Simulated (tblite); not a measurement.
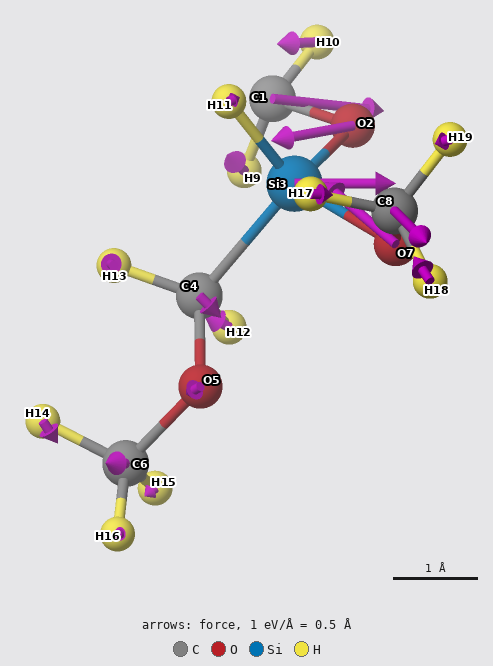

Starting geometry of C$_{4}$H$_{11}$O$_{3}$Si (multiplicity 2) with the computed forces as purple arrows. Style: ball-and-stick. Shown from a free direction.

These are results of GFN2-xTB geometry optimisation, gas phase (tblite 0.8.0), not measurements. 

Question: Is this structure relaxed? If not, where do the atoms go?

Answer: It isn't relaxed: the largest force vector, on C1, is 3.27 eV/Å. The final displacements have little in common with the starting forces (cosine between the two patterns 0.16). After 132 geometry steps the energy has fallen by 1.284 eV. H9 moves most after the best rigid fit: 1.43 Å. Largest moves by element: H 1.43 Å, O 0.81 Å, C 0.63 Å, Si 0.38 Å. Among the contacts that change: O2–Si3 1.724 → 1.624 Å, Si3–O7 1.704 → 1.611 Å, Si3–C4 1.859 → 1.918 Å, C1–H10 1.129 → 1.072 Å. Bond angles that change, for instance: C1–O2–Si3 111.5° → 133.9°, H9–C1–H10 105.6° → 122.1°, Si3–O7–C8 113.6° → 127.6°. Groups turn about Si3–O7 by about 65°, O7–C8 by about 65°, Si3–C4 by about 25°.
